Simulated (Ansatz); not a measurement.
## Correcting a cheap level on molecular compounds of N

The vertical ionisation energy (cation less neutral) in eV of 8 molecular compounds of N: x at PBE0-D4/def2-TZVPP, y at CCSD(T)/def2-TZVPP. Shapes, held fixed at every level: PBE0-D4/def2-TZVP. Flexible molecules stand in one conformer, not always the lowest. Programs: Ansatz 0.2.0.

| molecule | x (eV) | y (eV) |
| --- | --- | --- |
| C7H17N (n-tert-butylisopropylamine) | 7.98 | 8.14 |
| C6H15NSi (SMILES C=CCN([SiH3])C(C)C) | 8.01 | 8.19 |
| C2H11NSi2 (SMILES C[SiH2]N(C)[SiH3]) | 8.73 | 8.99 |
| C2H10BNSi2 (SMILES BN(C=C)[SiH2][SiH3]) | 8.88 | 9.08 |
| C6H16BN (SMILES BN(C(C)C)C(C)C) | 8.99 | ? |
| C6H16BN (SMILES BN(CC)C(C)(C)C) | 9.01 | 9.21 |
| C2H8BNSi (SMILES BN([SiH3])C=C) | 9.04 | 9.20 |
| BSiNH6 (SMILES BN[SiH3]) | 10.66 | 10.91 |

Problem. Fit y = c + s·x to the known rows and predict y for C6H16BN (SMILES BN(C(C)C)C(C)C).

Solution. 
1. Means of the 7 rows: x = 8.9014, y = 9.103.
2. Σ(Δx)² = 4.7971, Σ(Δx·Δy) = 4.9239, so the slope is 4.9239/4.7971 = 1.0264.
3. Intercept: 9.103 − (1.0264) × 8.9014 = -0.033. The largest residual of the fit is 0.063.
4. C6H16BN (SMILES BN(C(C)C)C(C)C): -0.033 + 1.0264 × 8.99 = 9.19 eV.

CCSD(T)/def2-TZVPP gives 9.19 eV, so the prediction is off by 0.00 eV: they agree to the digits shown. Uncorrected, PBE0-D4/def2-TZVPP misses it by -0.20 eV, and the other rows by 0.20 on average. The line removes about 100 % of this miss. BSiNH6 lies far out in x and weighs most in the slope. Left out in turn, the other rows are missed by 0.02 eV on average, so much of the error is systematic among these molecules. Cations run unrestricted.

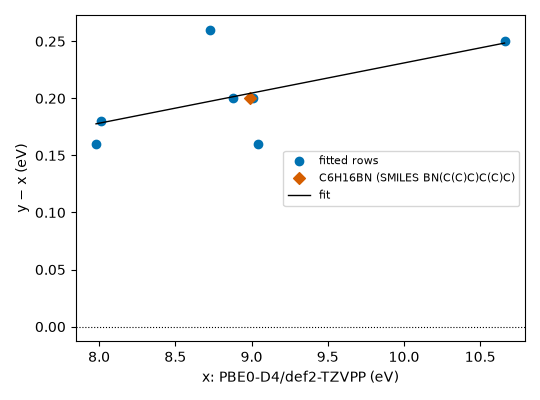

The correction y − x against x, with the fitted line and the withheld molecule.
